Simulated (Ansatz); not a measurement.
Run report: C₂H₆O₂Sn, geometry relaxation (part 2 of 2)

Continued. System: C₂H₆O₂Sn. Method: RKS PBE0-D4/def2-SVP (Ansatz 0.2.0). It belongs to a series of runs on one base structure; here: end point A relaxed.

Trajectory as extended XYZ, continued:
```
11
Properties=species:S:1:pos:R:3:forces:R:3 step=10 energy=-12084.57200
O     1.0145    0.6768    1.3922   -0.0665  -0.0415  -0.0575
C     0.9460   -0.4748    0.6895    0.0111   0.1873   0.0537
O     1.8685   -1.3322    1.1285    0.0594  -0.0744   0.0405
C     0.1009   -0.7589   -0.3180   -0.0200  -0.0308  -0.0346
Sn   -1.3564    0.5319   -1.1299   -0.0274  -0.0114   0.0191
H     0.2970    1.2691    1.1363    0.0223  -0.0347   0.0331
H     2.3188   -0.9293    1.8824   -0.0154  -0.0044  -0.0238
H     0.2031   -1.7592   -0.7435    0.0014   0.0054  -0.0152
H    -2.3077    1.2136    0.1385    0.0179   0.0062   0.0018
H    -0.6613    1.8631   -1.9658    0.0215  -0.0026  -0.0246
H    -2.3580   -0.3571   -2.1895   -0.0043   0.0009   0.0076
11
Properties=species:S:1:pos:R:3:forces:R:3 step=11 energy=-12084.57727
O     0.9925    0.6677    1.4074   -0.2592   0.0330  -0.1470
C     0.9515   -0.4736    0.6816   -0.0574   0.2660   0.1060
O     1.8901   -1.3177    1.1094    0.1513   0.0035   0.1922
C     0.1131   -0.7559   -0.3319    0.0201  -0.0589  -0.0579
Sn   -1.3435    0.5363   -1.1389   -0.0623   0.0109  -0.0030
H     0.2301    1.2280    1.1941    0.2033  -0.1716   0.0731
H     2.2981   -0.9279    1.8981   -0.0576  -0.0960  -0.1639
H     0.2330   -1.7482   -0.7725   -0.0058   0.0199  -0.0084
H    -2.2411    1.2622    0.1488    0.0417   0.0002  -0.0182
H    -0.6599    1.8363   -2.0346    0.0073  -0.0309  -0.0072
H    -2.3986   -0.3641   -2.1408    0.0187   0.0238   0.0343
11
Properties=species:S:1:pos:R:3:forces:R:3 step=12 energy=-12084.58513
O     0.9366    0.6502    1.4390   -0.4343   0.0923  -0.2007
C     0.9457   -0.4696    0.6762   -0.0996   0.2510   0.1178
O     1.9103   -1.2945    1.0880    0.1535   0.1372   0.3215
C     0.1273   -0.7494   -0.3551    0.0565  -0.0909  -0.0656
Sn   -1.3342    0.5422   -1.1523    0.0031   0.0238   0.0331
H     0.1302    1.1711    1.2653    0.4031  -0.3076   0.0691
H     2.2821   -0.9182    1.9045   -0.0907  -0.1650  -0.2866
H     0.2802   -1.7256   -0.8230    0.0063   0.0467   0.0128
H    -2.1142    1.3302    0.1850    0.0355  -0.0185  -0.1195
H    -0.6456    1.7814   -2.1327   -0.0561  -0.0520   0.0308
H    -2.4531   -0.3748   -2.0742    0.0228   0.0829   0.0873
11
Properties=species:S:1:pos:R:3:forces:R:3 step=13 energy=-12084.58502 accepted=F
O     0.8532    0.6078    1.4936   -0.5770  -0.0225  -0.3416
C     0.9523   -0.4761    0.6781   -0.1368   0.2730   0.2303
O     1.9516   -1.2690    1.0802    0.0335   0.3840   0.4694
C     0.1786   -0.7555   -0.3898    0.0938  -0.0983  -0.0667
Sn   -1.2883    0.5371   -1.1708   -0.3816   0.1822  -0.0566
H     0.0004    1.0742    1.3480    0.6676  -0.4334   0.0217
H     2.2694   -0.9107    1.9315   -0.1073  -0.2399  -0.4390
H     0.3902   -1.7050   -0.8962   -0.0176   0.1652   0.0684
H    -1.9886    1.4518    0.1477    0.1803  -0.1385  -0.1121
H    -0.6745    1.7261   -2.2712   -0.0296  -0.1889   0.0990
H    -2.5790   -0.3375   -1.9304    0.2747   0.1170   0.1271
11
Properties=species:S:1:pos:R:3:forces:R:3 step=14 energy=-12084.60277
O     0.8812    0.6260    1.4678   -0.2461   0.0034  -0.1210
C     0.9385   -0.4729    0.6812   -0.0180   0.1356   0.0462
O     1.9208   -1.2814    1.0894    0.0265   0.1321   0.1942
C     0.1525   -0.7496   -0.3770    0.0482  -0.0678  -0.0201
Sn   -1.3175    0.5438   -1.1534   -0.0110   0.0057  -0.0304
H     0.0697    1.1285    1.2859    0.2244  -0.1822   0.0327
H     2.2762   -0.9124    1.9130   -0.0428  -0.1025  -0.1650
H     0.3425   -1.7073   -0.8700   -0.0044   0.0719   0.0258
H    -2.0371    1.3837    0.1810    0.0421  -0.0030  -0.0411
H    -0.6554    1.7397   -2.1994   -0.0317  -0.0308   0.0232
H    -2.5061   -0.3551   -1.9979    0.0131   0.0376   0.0556
11
Properties=species:S:1:pos:R:3:forces:R:3 step=15 energy=-12084.61400
O     0.8311    0.6063    1.4882    0.0130  -0.0922  -0.0710
C     0.9336   -0.4710    0.6805   -0.0460   0.0005   0.0605
O     1.9206   -1.2711    1.0969   -0.0456   0.0846   0.0043
C     0.1742   -0.7479   -0.3982    0.0611  -0.0430  -0.0352
Sn   -1.3045    0.5394   -1.1671   -0.0064   0.0137   0.0311
H     0.0207    1.0952    1.2909   -0.0132  -0.0241  -0.0232
H     2.2649   -0.9066    1.9229    0.0040  -0.0204  -0.0080
H     0.3907   -1.6929   -0.9047    0.0118   0.0812   0.0341
H    -1.9436    1.4189    0.1815    0.0062  -0.0005   0.0002
H    -0.6699    1.7240   -2.2387   -0.0226  -0.0476  -0.0292
H    -2.5526   -0.3512   -1.9317    0.0378   0.0478   0.0363
11
Properties=species:S:1:pos:R:3:forces:R:3 step=16 energy=-12084.62740
O     0.7715    0.5609    1.5313   -0.0523  -0.0024   0.1127
C     0.9251   -0.4779    0.6902    0.0873   0.0639  -0.0529
O     1.9181   -1.2700    1.0992    0.0459  -0.0272   0.0736
C     0.2222   -0.7136   -0.4328   -0.0737  -0.0002  -0.0265
Sn   -1.2923    0.5550   -1.1602    0.0071  -0.0466  -0.0902
H    -0.0350    1.0463    1.3096    0.0014   0.0131  -0.0053
H     2.2333   -0.9410    1.9514   -0.0150  -0.0002  -0.0293
H     0.4943   -1.6165   -0.9816   -0.0210  -0.0123  -0.0181
H    -1.8652    1.5117    0.1631    0.0535  -0.0119   0.0353
H    -0.7141    1.6457   -2.3531   -0.0245   0.0011  -0.0101
H    -2.5928   -0.3576   -1.7965   -0.0087   0.0228   0.0107
11
Properties=species:S:1:pos:R:3:forces:R:3 step=17 energy=-12084.63176
O     0.6863    0.5192    1.5808    0.1183  -0.2821  -0.0882
C     0.9186   -0.4734    0.6955   -0.0656   0.0991   0.0083
O     1.9170   -1.2545    1.1128    0.0377   0.0175   0.0529
C     0.2691   -0.6894   -0.4687    0.0312  -0.0538  -0.0338
Sn   -1.2657    0.5601   -1.1843   -0.1369  -0.0074  -0.0618
H    -0.1187    0.9919    1.3308   -0.0845   0.0934  -0.0540
H     2.1990   -0.9487    1.9853   -0.0408   0.0142  -0.0383
H     0.5907   -1.5621   -1.0466   -0.0076   0.1050   0.0888
H    -1.6768    1.5414    0.1997    0.0129  -0.0149  -0.1700
H    -0.7877    1.5778   -2.4978   -0.0305  -0.0657   0.1900
H    -2.6665   -0.3192   -1.6870    0.1658   0.0947   0.1062
11
Properties=species:S:1:pos:R:3:forces:R:3 step=18 energy=-12084.63663
O     0.6626    0.4946    1.5883   -0.0033  -0.1823  -0.0547
C     0.9175   -0.4818    0.6955   -0.0229   0.0795  -0.0604
O     1.9190   -1.2559    1.1158    0.0733  -0.0100   0.0955
C     0.2900   -0.6865   -0.4830    0.0200  -0.0388   0.0176
Sn   -1.2636    0.5443   -1.1887   -0.0805   0.1709  -0.0413
H    -0.1362    0.9716    1.3208   -0.0167   0.0825  -0.0138
H     2.1849   -0.9600    1.9977   -0.0508   0.0055  -0.0847
H     0.6360   -1.5424   -1.0711   -0.0328   0.0893   0.0786
H    -1.6628    1.6073    0.1315    0.0318  -0.0929  -0.0041
H    -0.8005    1.5914   -2.4819   -0.0442  -0.1673   0.0676
H    -2.6815   -0.3394   -1.6044    0.1263   0.0638  -0.0003
11
Properties=species:S:1:pos:R:3:forces:R:3 step=19 energy=-12084.64267
O     0.6675    0.4957    1.5844   -0.0321   0.0063   0.0671
C     0.9171   -0.4767    0.6924    0.0260  -0.1050  -0.0983
O     1.9177   -1.2558    1.1118    0.0154   0.0073   0.0122
C     0.2815   -0.6816   -0.4805    0.0271  -0.0296   0.0268
Sn   -1.2683    0.5558   -1.1793   -0.0097   0.0154  -0.0354
H    -0.1245    0.9840    1.3156    0.0002   0.0520   0.0014
H     2.1847   -0.9584    1.9915   -0.0239   0.0174  -0.0253
H     0.6182   -1.5416   -1.0656   -0.0143   0.0607   0.0385
H    -1.6783    1.5872    0.1553    0.0190  -0.0197  -0.0056
H    -0.7886    1.5710   -2.4788   -0.0247  -0.0265   0.0152
H    -2.6617   -0.3365   -1.6262    0.0170   0.0218   0.0034
11
Properties=species:S:1:pos:R:3:forces:R:3 step=20 energy=-12084.64428
O     0.6329    0.4556    1.6078    0.0201  -0.0109   0.0131
C     0.9081   -0.4905    0.6892   -0.0136   0.1222   0.1511
O     1.9142   -1.2576    1.1163   -0.0120  -0.0558  -0.0830
C     0.2938   -0.6760   -0.4962    0.0482  -0.0416   0.0253
Sn   -1.2643    0.5560   -1.1832   -0.0199  -0.0019  -0.0142
H    -0.1251    0.9917    1.3329   -0.0100  -0.0398  -0.0737
H     2.1694   -0.9459    1.9936    0.0081   0.0032   0.0210
H     0.6642   -1.5150   -1.0891   -0.0317   0.0363  -0.0308
H    -1.6365    1.6077    0.1449    0.0137  -0.0072  -0.0009
H    -0.8145    1.5418   -2.5114    0.0019  -0.0019  -0.0092
H    -2.6769   -0.3248   -1.5841   -0.0048  -0.0027   0.0013
11
Properties=species:S:1:pos:R:3:forces:R:3 step=21 energy=-12084.64609
O     0.6300    0.4570    1.6115   -0.0263  -0.0065   0.0209
C     0.9082   -0.4873    0.6944   -0.0035   0.0517   0.0172
O     1.9130   -1.2586    1.1166    0.0039  -0.0237  -0.0156
C     0.2981   -0.6685   -0.4951    0.0326  -0.0250   0.0194
Sn   -1.2654    0.5562   -1.1843    0.0016   0.0015  -0.0118
H    -0.1317    0.9844    1.3277    0.0144  -0.0185  -0.0312
H     2.1666   -0.9577    1.9988   -0.0004   0.0000  -0.0100
H     0.6713   -1.4991   -1.0977   -0.0188   0.0191   0.0035
H    -1.6233    1.6119    0.1449   -0.0021   0.0014  -0.0085
H    -0.8203    1.5318   -2.5230   -0.0077  -0.0061   0.0075
H    -2.6811   -0.3270   -1.5730    0.0064   0.0062   0.0085
11
Properties=species:S:1:pos:R:3:forces:R:3 step=22 energy=-12084.64718
O     0.6085    0.4381    1.6267   -0.0069   0.0009  -0.0027
C     0.9055   -0.4891    0.6991    0.0120  -0.0026   0.0159
O     1.9106   -1.2626    1.1175   -0.0035   0.0087   0.0137
C     0.3083   -0.6585   -0.4978   -0.0122   0.0046  -0.0228
Sn   -1.2625    0.5580   -1.1855   -0.0037   0.0010   0.0046
H    -0.1367    0.9782    1.3228    0.0067  -0.0056   0.0042
H     2.1653   -0.9646    2.0003    0.0033  -0.0049  -0.0032
H     0.6928   -1.4756   -1.1105    0.0016   0.0002  -0.0046
H    -1.6068    1.6323    0.1325    0.0031  -0.0009  -0.0054
H    -0.8343    1.5137   -2.5424   -0.0004  -0.0017  -0.0025
H    -2.6854   -0.3267   -1.5421    0.0000   0.0004   0.0027
11
Properties=species:S:1:pos:R:3:forces:R:3 step=23 energy=-12084.64748
O     0.5890    0.4189    1.6406   -0.0306   0.0073  -0.0435
C     0.9018   -0.4925    0.7020    0.0089   0.0004   0.0030
O     1.9066   -1.2665    1.1202   -0.0069   0.0110   0.0113
C     0.3191   -0.6474   -0.5046    0.0008  -0.0055  -0.0079
Sn   -1.2622    0.5586   -1.1868    0.0037   0.0091   0.0044
H    -0.1409    0.9740    1.3250    0.0239  -0.0217   0.0237
H     2.1588   -0.9706    2.0045    0.0050  -0.0069  -0.0019
H     0.7195   -1.4489   -1.1285   -0.0042   0.0088   0.0133
H    -1.5840    1.6521    0.1211   -0.0021  -0.0023  -0.0064
H    -0.8486    1.4918   -2.5638   -0.0053  -0.0041   0.0006
H    -2.6938   -0.3266   -1.5092    0.0068   0.0038   0.0034
11
Properties=species:S:1:pos:R:3:forces:R:3 step=24 energy=-12084.64757
O     0.5837    0.4131    1.6441   -0.0162   0.0017  -0.0328
C     0.9026   -0.4930    0.7027   -0.0038  -0.0142  -0.0114
O     1.9074   -1.2668    1.1210   -0.0008   0.0125   0.0100
C     0.3235   -0.6443   -0.5064    0.0089   0.0098   0.0114
Sn   -1.2585    0.5618   -1.1872   -0.0158   0.0021  -0.0094
H    -0.1479    0.9656    1.3287    0.0133  -0.0038   0.0191
H     2.1579   -0.9738    2.0068   -0.0008  -0.0060  -0.0060
H     0.7265   -1.4426   -1.1324   -0.0013   0.0065   0.0086
H    -1.5792    1.6625    0.1148    0.0074  -0.0029  -0.0034
H    -0.8578    1.4846   -2.5755    0.0039  -0.0059   0.0114
H    -2.6930   -0.3240   -1.4961    0.0052   0.0003   0.0025
11
Properties=species:S:1:pos:R:3:forces:R:3 step=25 energy=-12084.64757
O     0.5786    0.4099    1.6447    0.0072  -0.0068  -0.0122
C     0.9015   -0.4926    0.7012   -0.0144  -0.0042   0.0018
O     1.9078   -1.2645    1.1193    0.0040   0.0041   0.0006
C     0.3239   -0.6422   -0.5087    0.0058   0.0103   0.0172
Sn   -1.2592    0.5630   -1.1883    0.0087  -0.0078   0.0011
H    -0.1550    0.9605    1.3325    0.0005   0.0062   0.0017
H     2.1563   -0.9733    2.0060   -0.0021  -0.0030  -0.0009
H     0.7282   -1.4395   -1.1342    0.0059  -0.0032  -0.0067
H    -1.5687    1.6682    0.1120   -0.0062  -0.0008  -0.0003
H    -0.8556    1.4815   -2.5778   -0.0066  -0.0056   0.0020
H    -2.6924   -0.3278   -1.4862   -0.0027   0.0106  -0.0043
```

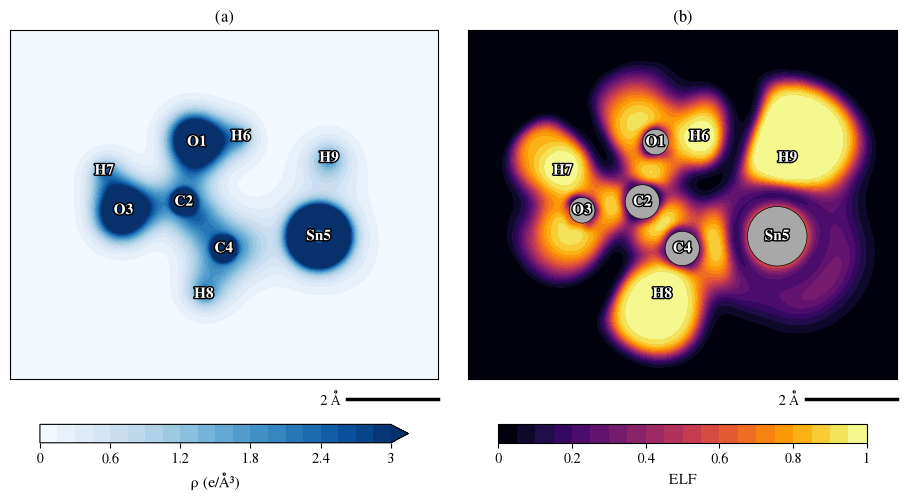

Figure 1. (a) total electron density; (b) ELF on the plane of atoms O1, C2 and O3. Grey discs, where drawn, cover atomic cores. The section cuts through O, C, Sn and H sites. C–O (1.34 Å): ρ is about 2.5 e/Å³ halfway; the ELF peaks at about 0.90 between the atoms (a polar covalent bond). C–C (1.35 Å): ρ at the midpoint is about 2.2 e/Å³; the ELF peaks at about 0.90 between the atoms (a multiple bond by its length, whose ELF region spreads away from the axis). C–Sn (2.10 Å): ρ at the midpoint is about 0.72 e/Å³; the ELF peaks at about 0.90 in the valence shell of C, 0.7 Å from its nucleus, and drops to about 0.15 between the two atoms.

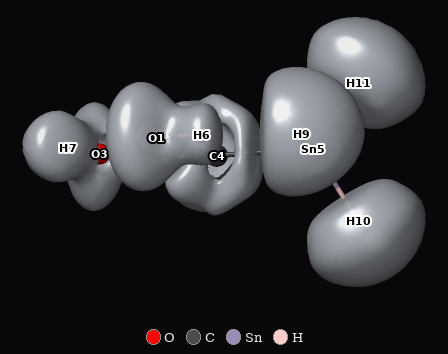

Figure 2. Isosurface of the electron localisation function at 0.75 (grey), seen from the side. Only the valence region is drawn (cores and ρ < 0.01 e/Å³ removed). Profiles from the grid: C–O (1.34 Å): the ELF peaks at about 0.90 between the atoms, which marks a shared but strongly polarised pair. C–C (1.35 Å): the ELF peaks at about 0.90 between the atoms (a multiple bond by its length, whose ELF region spreads away from the axis).

This output came from the following input.

The input:
```yaml
crystal:
  periodic: [false, false, false]
  atoms:
    - { symbol: O, position_ang: [0.9783, 0.7864, 1.272] }
    - { symbol: C, position_ang: [0.9168, -0.4505, 0.6992] }
    - { symbol: O, position_ang: [1.7957, -1.3901, 1.1536] }
    - { symbol: C, position_ang: [0.1438, -0.7851, -0.2729] }
    - { symbol: Sn, position_ang: [-1.3827, 0.5054, -1.1235] }
    - { symbol: H, position_ang: [0.3, 1.5844, 0.9702] }
    - { symbol: H, position_ang: [2.5122, -1.1542, 1.9054] }
    - { symbol: H, position_ang: [0.1441, -1.7845, -0.6748] }
    - { symbol: H, position_ang: [-2.4678, 1.0673, 0.1986] }
    - { symbol: H, position_ang: [-0.5761, 1.899, -1.7864] }
    - { symbol: H, position_ang: [-2.299, -0.335, -2.3208] }
basis:
  gaussian: { orbitals: def2-SVP }
hamiltonian:
  xc: pbe0
  dispersion: d4
relax:
  f_tol: 0.02
  max_steps: 50
output:
  orbitals: {}
```

Run as:
```bash
ansatz run input.yaml --threads 2 --pin off --max-ram 3072MiB --backend cpu --events-out ev --progress --plain --runs-dir out
```

Summary:

```csv
quantity,value
outcome,converged
total energy,−12084.6476 eV
mean-field energy,−12084.4516 eV
largest force (length of the vector) at the end,0.021 eV/Å
hardware,"2 threads of AMD EPYC (Zen 4), 16 GiB of memory available, shared host"
wall time,60 s (CPU time 1.9 min)
peak memory,0.29 GiB
```
